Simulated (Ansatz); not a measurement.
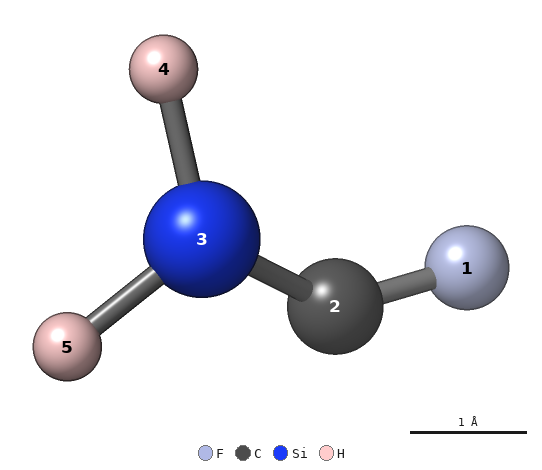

Atoms carry their numbers in the input. The species is neutral and a spin doublet. Computed geometry: PBE-D4/def2-SVP optimisation. No frequency run is at hand to confirm it as a minimum.

> What is the geometry at C2?

C2 has 2 neighbours (F1 at 1.30, Si3 at 1.75 Å); the arrangement is bent.
